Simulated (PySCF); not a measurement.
# C3H8O2SSi: NMR shielding calculation

System: C3H8O2SSi, SMILES COC(=O)[SiH2]SC.
Method: GIAO PBE0/pcSseg-1 NMR shielding, non-relativistic, gas phase (PySCF 2.14.0).

The geometry comes from this level: GFN2-xTB, NEB image 8 of 0 to 8. It belongs to a series of runs on one base structure; here: NEB image 8 of 0 to 8. Figures and captions count atoms from 1; the log counts them from 0 in places.

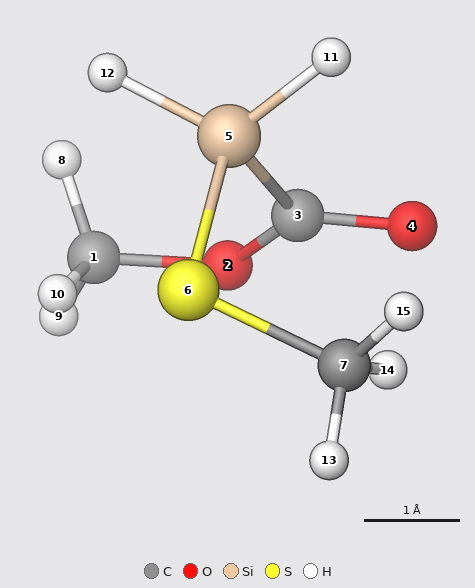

*The structure (ball-and-stick view, seen at a tilt; atoms are numbered from 1 in the order of the input).*

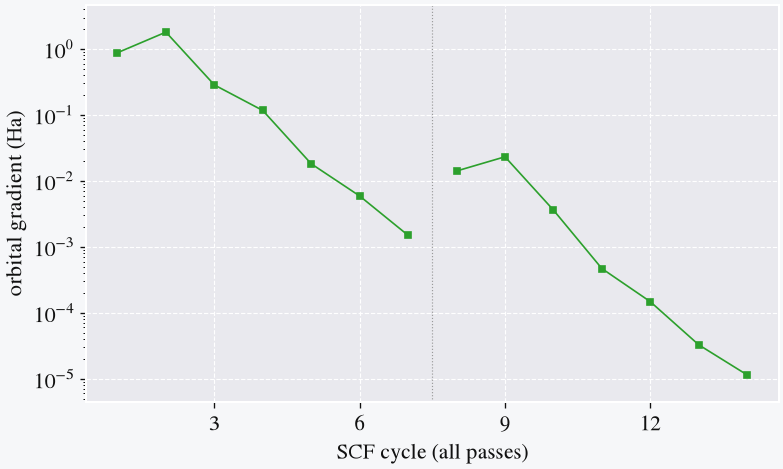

*Convergence of the self-consistent field: orbital gradient against the SCF cycle. The dotted line marks the change from a coarse to the final integration grid.*

The first 7 cycles use a coarse grid, the final grid takes over at cycle 8, and the field converges after 14 cycles in all.

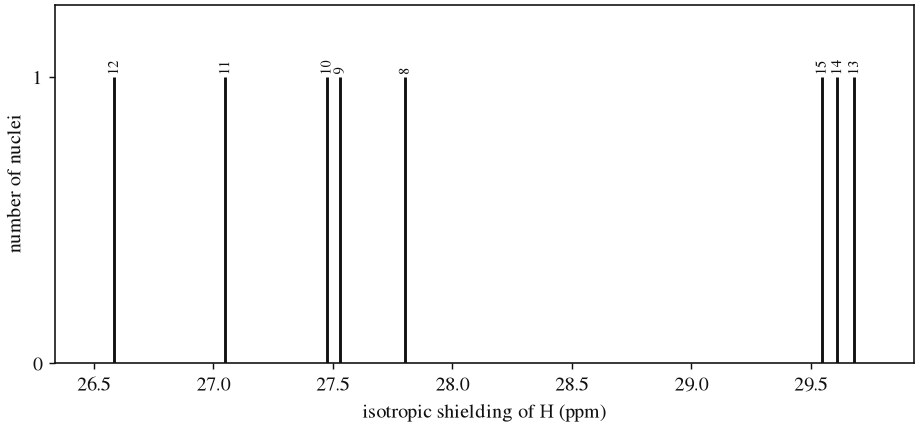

*Isotropic shieldings of the hydrogen nuclei in this fixed geometry, labelled by atom number; shielding grows to the right, so chemical shift grows to the left.*

The least shielded is H12 (26.6 ppm), the most shielded H13 (29.7 ppm).

The input that produced these results follows, with the program's output.

### The input
```
{"job": {"kind": "nmr", "xc": "PBE0", "basis": "pcSseg-1", "pop": false}, "charge": 0, "multiplicity": 1}
C      2.027200     1.011500     1.029100
O      1.942100     0.422800    -0.251600
C      1.022600    -0.517700    -0.488300
O      0.936200    -0.987400    -1.599900
Si    -0.282100    -1.114100     0.799000
S     -1.873900     0.317600     0.676300
C     -2.280900     0.214400    -1.099600
H      2.408100     0.297400     1.763500
H      2.730700     1.836600     0.929500
H      1.058300     1.397000     1.357800
H     -0.720900    -2.416600     0.324900
H      0.136100    -1.062500     2.190200
H     -2.846000     1.107600    -1.343400
H     -1.373300     0.170100    -1.692500
H     -2.888500    -0.668700    -1.271600
```

The first line tells a small driver script what to run in PySCF; the rest is the geometry in Å.

Run as:
```bash
OMP_NUM_THREADS=1 python <driver script> task.json out
```

### The program's output
```
coarse grid: 13640 points
cycle   1  E = -956.4434136145  dE =  8.499e-01  |g| = 8.786e-01  |ddm| = 3.462e+00
cycle   2  E = -955.9512192038  dE =  4.922e-01  |g| = 1.802e+00  |ddm| = 2.023e+00
cycle   3  E = -956.5778001091  dE = -6.266e-01  |g| = 2.852e-01  |ddm| = 1.605e+00
cycle   4  E = -956.5914754520  dE = -1.368e-02  |g| = 1.169e-01  |ddm| = 2.565e-01
cycle   5  E = -956.5937967457  dE = -2.321e-03  |g| = 1.818e-02  |ddm| = 7.297e-02
cycle   6  E = -956.5938715395  dE = -7.479e-05  |g| = 5.908e-03  |ddm| = 2.436e-02
cycle   7  E = -956.5938788891  dE = -7.350e-06  |g| = 1.496e-03  |ddm| = 6.885e-03
final grid: 122688 points
cycle   8  E = -956.6577519405  dE = -1.240e-05  |g| = 1.413e-02  |ddm| = 2.588e-02
cycle   9  E = -956.6576885539  dE =  6.339e-05  |g| = 2.322e-02  |ddm| = 2.162e-02
cycle  10  E = -956.6577871031  dE = -9.855e-05  |g| = 3.619e-03  |ddm| = 1.469e-02
cycle  11  E = -956.6577895390  dE = -2.436e-06  |g| = 4.695e-04  |ddm| = 2.356e-03
cycle  12  E = -956.6577895775  dE = -3.854e-08  |g| = 1.477e-04  |ddm| = 3.964e-04
cycle  13  E = -956.6577895822  dE = -4.661e-09  |g| = 3.275e-05  |ddm| = 1.321e-04
cycle  14  E = -956.6577895824  dE = -2.447e-10  |g| = 1.145e-05  |ddm| = 3.884e-05
converged SCF energy = -956.6577895824

GIAO shielding tensors (ppm)
atom      isotropic    diamagn.    paramagn.     s11        s22        s33       span
  0 C      130.970     246.983    -116.013    106.743    108.920    177.249     70.506
  1 O      110.254     397.987    -287.734   -157.730    224.306    264.187    421.917
  2 C        0.607     254.860    -254.253    -87.226     24.276     64.771    151.996
  3 O     -231.931     401.563    -633.495   -666.811   -266.713    237.731    904.542
  4 Si     399.793     880.770    -480.977    367.332    402.841    429.205     61.874
  5 S      722.424    1059.072    -336.648    643.047    663.498    860.727    217.680
  6 C      173.470     251.795     -78.325    162.911    165.613    191.885     28.974
  7 H       27.803      29.107      -1.304     24.926     25.823     32.659      7.733
  8 H       27.529      27.945      -0.416     23.832     25.859     32.895      9.063
  9 H       27.476      30.847      -3.371     23.224     28.917     30.286      7.062
 10 H       27.051      29.552      -2.501     23.393     24.810     32.950      9.557
 11 H       26.586      29.960      -3.374     23.116     25.321     31.322      8.206
 12 H       29.683      29.646       0.037     23.837     26.791     38.420     14.584
 13 H       29.612      32.188      -2.576     23.151     29.795     35.889     12.738
 14 H       29.547      29.575      -0.028     23.852     26.759     38.031     14.179
```

### Summary

```tsv
quantity	value
outcome	converged
total energy	−956.657790 hartree
HOMO	−7.01 eV
LUMO	−1.11 eV
dipole moment	2.51 D
isotropic shielding, C	0.6 to 173.5 ppm
isotropic shielding, O	−231.9 to 110.3 ppm
isotropic shielding, Si	399.8 ppm
isotropic shielding, S	722.4 ppm
isotropic shielding, H	26.6 to 29.7 ppm
hardware	1 CPU thread, shared host
wall time	51 s
peak memory	0.82 GiB
```
